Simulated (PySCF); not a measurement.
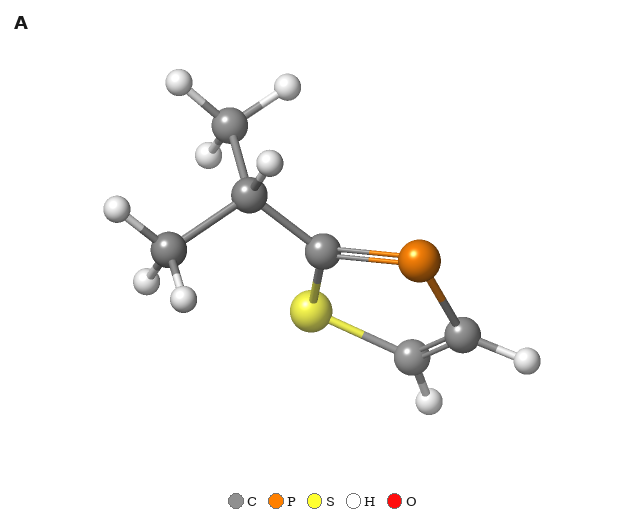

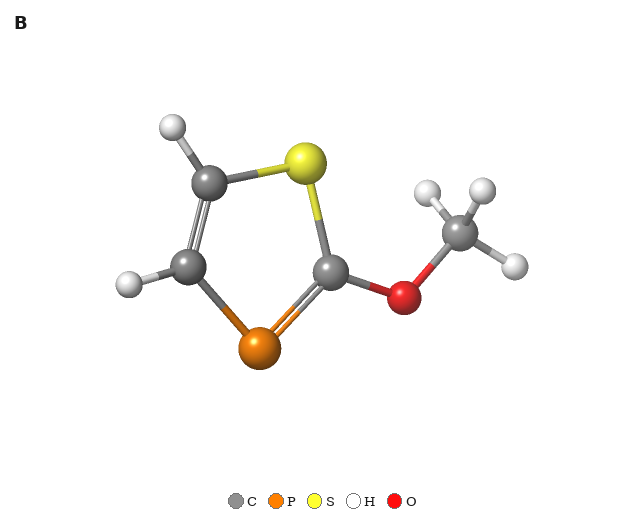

Two related species, optimised with GFN2-xTB; properties computed with PySCF 2.14.0. Both: charge 0, singlet.

### What are A and B?

A is C6H9PS (CC(C)c1pccs1), B is C4H5OPS (COc1pccs1).

Compare them. With CAM-B3LYP/def2-SVPD: dipole moment (D), HOMO–LUMO gap (eV), HOMO energy (Kohn–Sham orbital) (eV), lowest vertical singlet excitation (eV), mean static polarisability (bohr³). With GFN2-xTB: mean S–C length (Å).

```
                               quantity      A      B
                      dipole moment (D)   1.00   2.52
                     HOMO–LUMO gap (eV)   7.68   7.42
   HOMO energy (Kohn–Sham orbital) (eV)  −7.83  −7.30
lowest vertical singlet excitation (eV)   4.90   4.63
     mean static polarisability (bohr³)  110.8   93.2
                    mean S–C length (Å)  1.722  1.729
```

Each is one conformer, and no frequency run is at hand to confirm it as a minimum.

The geometry is semi-empirical. Around P such bond lengths and angles can be off by a tenth of an ångström or more and by several degrees, and values that hang on the shape move with them.
